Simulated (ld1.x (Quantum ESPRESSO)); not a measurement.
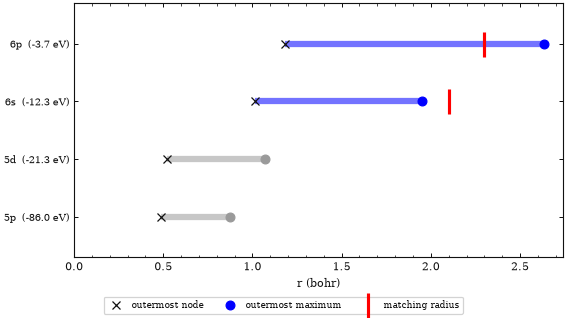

**Figure 1.** Outer shells of the all-electron reference atom: each bar runs from the outermost node (or the nucleus) to the outermost maximum of u(r); the tick is the radius chosen for the pseudo-wave. Shells without a tick have no pseudo-wave of their own. Levels, nodes and maxima are from ld1.x, scalar-relativistic.

- Radii against the shells: 6s: 2.10 bohr, outside the maximum; 6p: 2.30 bohr, between node and maximum.

## Pb: pseudopotential generation

- system: lead (Pb, Z = 82), core [Xe] 4f14 5d10, reference valence 6s2 6p2, valence charge 4.
- method: ultrasoft potential, LDA (PZ), scalar-relativistic, made with ld1.x (Quantum ESPRESSO) 7.5

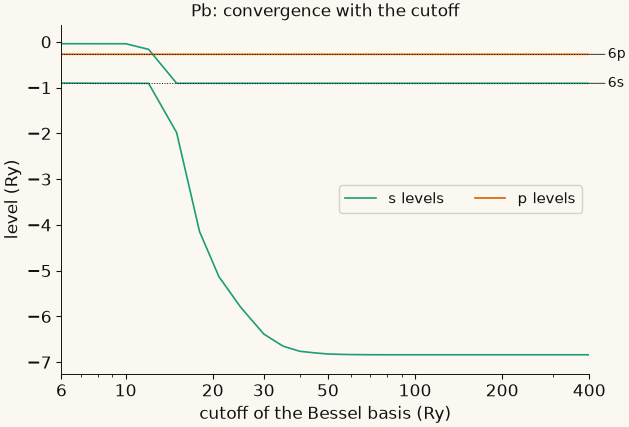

**Figure 2.** The pseudo-atom Hamiltonian at the reference potential is diagonalised in spherical Bessel functions (20 bohr box) up to the cutoff. Curves: the lowest levels of each channel that holds a bound state. Dotted lines: the all-electron valence levels.

- Ghost states: ghost state below the valence levels: s at -93.0 eV (d not tested). A ghost is a state of the pseudo-atom that lies below a valence level of its channel, or is bound in a channel without one, and matches no all-electron valence level; bound levels above the valence ones can be real empty states. In Ry: s -6.84.
- All-electron valence levels: 6s: -0.91 Ry; 6p: -0.27 Ry.
- Onset of the ghost: the lowest s curve lies clearly below the lowest valence level of its channel from about 15 Ry on and ends at -6.84 Ry. The potential isn't sound: its overlap operator has a negative eigenvalue, -18.

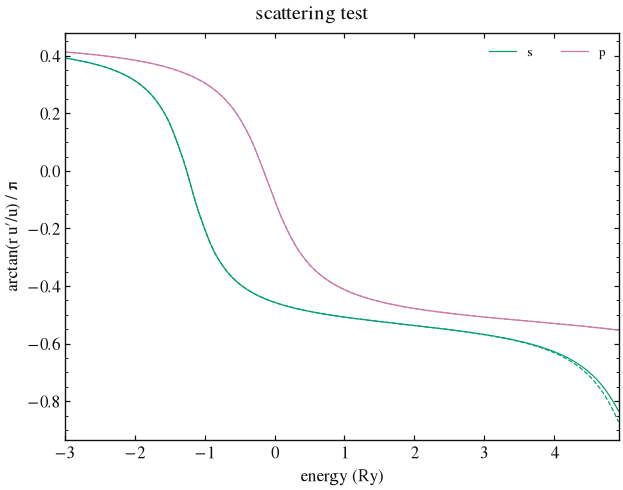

**Figure 3.** Unwrapped phase arctan(r u′/u) in units of π against energy, all-electron (solid) and pseudo (dashed); the pseudo phase is matched to the all-electron one at the reference energy. Here u = r R(r). Not drawn: d: not judged.

- Range over which the phases agree within 0.05 rad: s: up to about 4.6 Ry; p: up to about 0.7 Ry.
- Poles, where the radial function vanishes at the test radius: s: all-electron at 0.8 Ry, pseudo at 0.8 Ry; p: all-electron at 2.7 Ry, pseudo at 2.7 Ry. The potential isn't sound: its ghost test gives ghost state below the valence levels: s at -93.0 eV (d not tested); its overlap operator has a negative eigenvalue, -18.

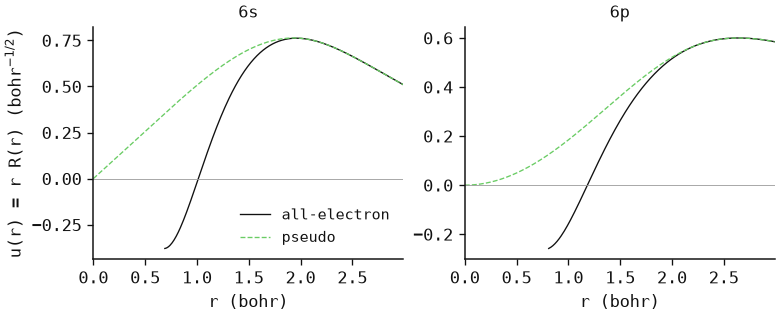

**Figure 4.** Pseudo-waves (dashed) against the all-electron radial functions (solid). The innermost oscillations of some all-electron curves aren't drawn. Reference configuration 6s2 6p2.

- Matching radii: 6s at 2.10 bohr; 6p at 2.30 bohr. The curves merge smoothly, so the plot gives these only roughly.
- Nodes of the pseudo-waves: 6s has no node; 6p has no node.

These pictures come from the run below.

The input:
```
 &input
   title='Pb', zed=82., rel=1, dft='PZ', iswitch=3,
   config='[Xe] 4f14 5d10 6s2 6p2 6d-2',
   nld=3, rlderiv=2.50, eminld=-3.0, emaxld=5.0, deld=0.02
 /
 &inputp
   pseudotype=3, tm=.true., lloc=-1, rcloc=1.60,
   nlcc=.true., rcore=1.15,
   which_augfun='PSQ', rmatch_augfun=1.15,
   file_pseudopw='Pb.UPF', file_wfcaegen='ae.wfc', file_wfcncgen='nc.wfc', file_beta='beta', file_chi='chi', file_wfcusgen='us.wfc'
 /
5
6S  1  0   2.00   0.00  1.60  2.10  0.0
6S  1  0   0.00   0.45  1.60  2.10  0.0
6P  2  1   2.00   0.00  2.05  2.30  0.0
6P  2  1   0.00   1.50  2.05  2.30  0.0
6D  3  2  -2.00   0.25  2.10  2.30  0.0
 &test
   configts(1)='6s2 6p2'
 /
```

Input of the test run:
```
 &input
   title='Pb', zed=82., rel=1, dft='PZ', iswitch=2,
   config='[Xe] 4f14 5d10 6s2 6p2 6d-2'
 /
 &test
   file_pseudo='Pb.UPF', nconf=10,
   configts(1)='6s2 6p2',
   configts(2)='6s2 6p1',
   configts(3)='6s2 6p0',
   configts(4)='6s1 6p0',
   configts(5)='6s1 6p2',
   configts(6)='6s1 6p3',
   configts(7)='6s2 6p2.3',
   configts(8)='6s2 6p1.5',
   configts(9)='6s2 6p2', lsdts(9)=1,
   configts(10)='6s2 6p1', lsdts(10)=1
 /
```

Command:
```bash
ld1.x < Pb.in > Pb.out
```

Output:
```
     Program LD1 v.7.5

     !!!!!!!!!!!!!!!!!!! WARNING !!!!!!!!!!!!!!!!!!!!!!!
     Message from routine ld1_readin:
     US requires at least two energies per channel 6D
     !!!!!!!!!!!!!!!!!!!!!!!!!!!!!!!!!!!!!!!!!!!!!!!!!!!
     --------------------------- All-electron run ----------------------------

     Pb
     scalar relativistic calculation

     atomic number is 82.00
     dft =PZ   lsd =0 sic =0 latt =0  beta=0.20 tr2=1.0E-14
     Exchange-correlation= PZ
                           (   1   1   0   0   0   0   0)
     mesh =1281 r(mesh) =  98.81810 a.u. xmin = -7.00 dx = 0.01250
     1 Ry =  13.60569312 eV, c = 137.03599908

     n l     nl                  e(Ry)          e(Ha)          e(eV)
     1 0     1S 1( 2.00)     -6472.9756     -3236.4878    -88069.3200
     2 0     2S 1( 2.00)     -1157.8566      -578.9283    -15753.4421
     2 1     2P 1( 6.00)      -993.4006      -496.7003    -13515.9043
     3 0     3S 1( 2.00)      -277.9193      -138.9597     -3781.2852
     3 1     3P 1( 6.00)      -230.7801      -115.3901     -3139.9233
     4 0     4S 1( 2.00)       -62.8655       -31.4328      -855.3293
     4 1     4P 1( 6.00)       -47.4160       -23.7080      -645.1274
     3 2     3D 1(10.00)      -182.6636       -91.3318     -2485.2643
     5 0     5S 1( 2.00)       -10.6149        -5.3074      -144.4228
     5 1     5P 1( 6.00)        -6.3177        -3.1589       -85.9569
     4 2     4D 1(10.00)       -29.5427       -14.7713      -401.9482
     4 3     4F 1(14.00)        -9.7944        -4.8972      -133.2591
     5 2     5D 1(10.00)        -1.5646        -0.7823       -21.2870
     6 0     6S 1( 2.00)        -0.9058        -0.4529       -12.3238
     6 1     6P 1( 2.00)        -0.2727        -0.1363        -3.7103

     final scf error:  6.7E-15 reached in  29 iterations

     Etot =  -41741.400205 Ry,  -20870.700103 Ha, -567920.681719 eV

     Ekin =   47183.676117 Ry,   23591.838058 Ha,  641966.617658 eV
     Encl = -104252.812133 Ry,  -52126.406066 Ha,-1418431.769088 eV
     Eh   =   16078.193904 Ry,    8039.096952 Ha,  218754.972225 eV
     Exc  =    -750.458093 Ry,    -375.229046 Ha,  -10210.502514 eV

     normalization and overlap integrals

     s(1S/1S) =  1.000000  <r> =   0.0161  <r2> =    0.0004  r(max) =   0.0099
     s(2S/2S) =  1.000000  <r> =   0.0676  <r2> =    0.0054  r(max) =   0.0575
     s(2P/2P) =  1.000000  <r> =   0.0615  <r2> =    0.0046  r(max) =   0.0476
     s(3S/3S) =  1.000000  <r> =   0.1746  <r2> =    0.0349  r(max) =   0.1622
     s(3P/3P) =  1.000000  <r> =   0.1766  <r2> =    0.0362  r(max) =   0.1622
     s(4S/4S) =  1.000000  <r> =   0.3845  <r2> =    0.1668  r(max) =   0.3609
     s(4P/4P) =  1.000000  <r> =   0.4103  <r2> =    0.1912  r(max) =   0.3842
     s(3D/3D) =  1.000000  <r> =   0.1600  <r2> =    0.0299  r(max) =   0.1311
     s(5S/5S) =  1.000000  <r> =   0.8524  <r2> =    0.8144  r(max) =   0.7833
     s(5P/5P) =  1.000000  <r> =   0.9763  <r2> =    1.0758  r(max) =   0.8766
     s(4D/4D) =  1.000000  <r> =   0.4312  <r2> =    0.2146  r(max) =   0.3890
     s(4F/4F) =  1.000000  <r> =   0.4539  <r2> =    0.2468  r(max) =   0.3476
     s(5D/5D) =  1.000000  <r> =   1.3067  <r2> =    1.9925  r(max) =   1.0707
     s(6S/6S) =  1.000000  <r> =   2.3044  <r2> =    6.0362  r(max) =   1.9509
     s(6P/6P) =  1.000000  <r> =   3.3422  <r2> =   13.0358  r(max) =   2.6334

     ------------------------ End of All-electron run ------------------------

     --------------------- Generating US pseudopotential ---------------------

      Generating local potential from pseudized AE potential:
      Matching radius rcloc =   1.6000

      Local pseudo, rcloc= 1.597 Estimated cut-off energy=     9.89 Ry

      Computing core charge for nlcc:

       r > 1.15 : true rho core
       r < 1.15 : rho core = a sin(br)/r    a=  23.21  b=   2.13

      Integrated core pseudo-charge :  20.66
      Wfc-us  6S rcutus= 2.103  Estimated cut-off energy=    10.35 Ry
      Wfc-us  6S rcutus= 2.103  Estimated cut-off energy=    12.75 Ry
      Wfc-us  6P rcutus= 2.324  Estimated cut-off energy=    13.48 Ry
      Wfc-us  6P rcutus= 2.324  Estimated cut-off energy=    16.46 Ry
      Wfc-us  6D rcutus= 2.324  Estimated cut-off energy=    39.95 Ry

     Q pseudized with Bessel functions
     Expected ecutrho=     280.3643 due to l1=  1   l2=  1

     ------------------- End of pseudopotential generation -------------------

     --------------------------- All-electron run ----------------------------

     Pb
     scalar relativistic calculation

     atomic number is 82.00
     dft =PZ   lsd =0 sic =0 latt =0  beta=0.20 tr2=1.0E-14
     Exchange-correlation= PZ
                           (   1   1   0   0   0   0   0)
     mesh =1281 r(mesh) =  98.81810 a.u. xmin = -7.00 dx = 0.01250
     1 Ry =  13.60569312 eV, c = 137.03599908

     n l     nl                  e(Ry)          e(Ha)          e(eV)
     1 0     1S 1( 2.00)     -6472.9756     -3236.4878    -88069.3200
     2 0     2S 1( 2.00)     -1157.8566      -578.9283    -15753.4421
     2 1     2P 1( 6.00)      -993.4006      -496.7003    -13515.9043
     3 0     3S 1( 2.00)      -277.9193      -138.9597     -3781.2852
     3 1     3P 1( 6.00)      -230.7801      -115.3901     -3139.9233
     4 0     4S 1( 2.00)       -62.8655       -31.4328      -855.3293
     4 1     4P 1( 6.00)       -47.4160       -23.7080      -645.1274
     3 2     3D 1(10.00)      -182.6636       -91.3318     -2485.2643
     5 0     5S 1( 2.00)       -10.6149        -5.3074      -144.4228
     5 1     5P 1( 6.00)        -6.3177        -3.1589       -85.9569
     4 2     4D 1(10.00)       -29.5427       -14.7713      -401.9482
     4 3     4F 1(14.00)        -9.7944        -4.8972      -133.2591
     5 2     5D 1(10.00)        -1.5646        -0.7823       -21.2870
     6 0     6S 1( 2.00)        -0.9058        -0.4529       -12.3238
     6 1     6P 1( 2.00)        -0.2727        -0.1363        -3.7103

     final scf error:  6.7E-15 reached in  29 iterations

     Etot =  -41741.400205 Ry,  -20870.700103 Ha, -567920.681719 eV

     Ekin =   47183.676117 Ry,   23591.838058 Ha,  641966.617658 eV
     Encl = -104252.812133 Ry,  -52126.406066 Ha,-1418431.769088 eV
     Eh   =   16078.193904 Ry,    8039.096952 Ha,  218754.972225 eV
     Exc  =    -750.458093 Ry,    -375.229046 Ha,  -10210.502514 eV

     normalization and overlap integrals

     s(1S/1S) =  1.000000  <r> =   0.0161  <r2> =    0.0004  r(max) =   0.0099
     s(2S/2S) =  1.000000  <r> =   0.0676  <r2> =    0.0054  r(max) =   0.0575
     s(2P/2P) =  1.000000  <r> =   0.0615  <r2> =    0.0046  r(max) =   0.0476
     s(3S/3S) =  1.000000  <r> =   0.1746  <r2> =    0.0349  r(max) =   0.1622
     s(3P/3P) =  1.000000  <r> =   0.1766  <r2> =    0.0362  r(max) =   0.1622
     s(4S/4S) =  1.000000  <r> =   0.3845  <r2> =    0.1668  r(max) =   0.3609
     s(4P/4P) =  1.000000  <r> =   0.4103  <r2> =    0.1912  r(max) =   0.3842
     s(3D/3D) =  1.000000  <r> =   0.1600  <r2> =    0.0299  r(max) =   0.1311
     s(5S/5S) =  1.000000  <r> =   0.8524  <r2> =    0.8144  r(max) =   0.7833
     s(5P/5P) =  1.000000  <r> =   0.9763  <r2> =    1.0758  r(max) =   0.8766
     s(4D/4D) =  1.000000  <r> =   0.4312  <r2> =    0.2146  r(max) =   0.3890
     s(4F/4F) =  1.000000  <r> =   0.4539  <r2> =    0.2468  r(max) =   0.3476
     s(5D/5D) =  1.000000  <r> =   1.3067  <r2> =    1.9925  r(max) =   1.0707
     s(6S/6S) =  1.000000  <r> =   2.3044  <r2> =    6.0362  r(max) =   1.9509
     s(6P/6P) =  1.000000  <r> =   3.3422  <r2> =   13.0358  r(max) =   2.6334

     ------------------------ End of All-electron run ------------------------

     Computing logarithmic derivative in   2.48942
     Computing logarithmic derivative in   2.48942
     Computing the partial wave expansion
     R is outside the sphere for l=    0 j= 0.00
     R is outside the sphere for l=    0 j= 0.00
     R is outside the sphere for l=    1 j= 0.00
     R is outside the sphere for l=    1 j= 0.00
     R is outside the sphere for l=    2 j= 0.00

     ---------------------- Testing the pseudopotential ----------------------

     Pb
     scalar relativistic calculation

     atomic number is 82.00   valence charge is  4.00
     dft =PZ   lsd =0 sic =0 latt =0  beta=0.20 tr2=1.0E-14
     mesh =1281 r(mesh) =  98.81810 xmin = -7.00 dx = 0.01250

     n l     nl             e AE (Ry)        e PS (Ry)    De AE-PS (Ry)
     1 0     6S   1( 2.00)       -0.90579       -0.90579        0.00000
     2 1     6P   1( 2.00)       -0.27270       -0.27270        0.00000

     eps = 4.3E-16  iter =  3

     Etot =  -41741.400205 Ry,  -20870.700103 Ha, -567920.681719 eV
     Etotps =   -42.667342 Ry,     -21.333671 Ha,    -580.518767 eV

     Ekin =       2.113005 Ry,       1.056502 Ha,      28.748893 eV
     Encl =     -16.013567 Ry,      -8.006783 Ha,    -217.875672 eV
     Ehrt =       5.180763 Ry,       2.590382 Ha,      70.487876 eV
     Ecxc =     -38.399291 Ry,     -19.199645 Ha,    -522.448969 eV
     (Ecc =     -35.409296 Ry,     -17.704648 Ha,    -481.768019 eV)
     Epseu=       4.451747 Ry,       2.225874 Ha,      60.569105 eV

     ---------------------- End of pseudopotential test ----------------------
```

Output of the test run (extracts):
```
     ---------------------- Testing the pseudopotential ----------------------

     Pb
     scalar relativistic calculation

     atomic number is 82.00   valence charge is  4.00
     dft =PZ   lsd =0 sic =0 latt =0  beta=0.20 tr2=1.0E-14
     mesh =1281 r(mesh) =  98.81810 xmin = -7.00 dx = 0.01250

     n l     nl             e AE (Ry)        e PS (Ry)    De AE-PS (Ry)
     1 0     6S   1( 2.00)       -0.90579       -0.90579        0.00000
     2 1     6P   1( 2.00)       -0.27270       -0.27270        0.00000

     eps = 4.3E-16  iter =  3

     Etot =  -41741.400205 Ry,  -20870.700103 Ha, -567920.681719 eV
     Etotps =   -42.667342 Ry,     -21.333671 Ha,    -580.518767 eV

     Ekin =       2.113005 Ry,       1.056502 Ha,      28.748893 eV
     Encl =     -16.013567 Ry,      -8.006783 Ha,    -217.875672 eV
     Ehrt =       5.180763 Ry,       2.590382 Ha,      70.487876 eV
     Ecxc =     -38.399291 Ry,     -19.199645 Ha,    -522.448969 eV
     (Ecc =     -35.409296 Ry,     -17.704648 Ha,    -481.768019 eV)
     Epseu=       4.451747 Ry,       2.225874 Ha,      60.569105 eV

     ---------------------- End of pseudopotential test ----------------------
```

Key numbers:

- outcome: generated, but the overlap operator is not positive, so unusable
- ghost test: ghost state below the valence levels: s at -93.0 eV (d not tested) (spherical-Bessel basis up to 400 Ry, 20 bohr box)
- configuration tests: test run stopped at test 1 of 9 (negative rho)
- lowest eigenvalue of the overlap operator S in a Bessel basis (separate test): -18 (d channel); it is negative, so in a basis up to 400 Ry S is not positive definite
- density cutoff estimated by the generator: 280 Ry
- range over which the phases arctan(r u′/u) at the test radius agree within 0.05 rad (a looser test near the poles than one of phase shifts): s: up to about 4.6 Ry; p: up to about 0.7 Ry; d: not judged
- hardware: 1 CPU thread, shared host
- wall time: 0.95 s

Remarks:

The potential has a bound ghost state, so it can't be used as it stands. The d channel couldn't be tested for ghost states or cutoffs, since the overlap operator isn't positive definite there.
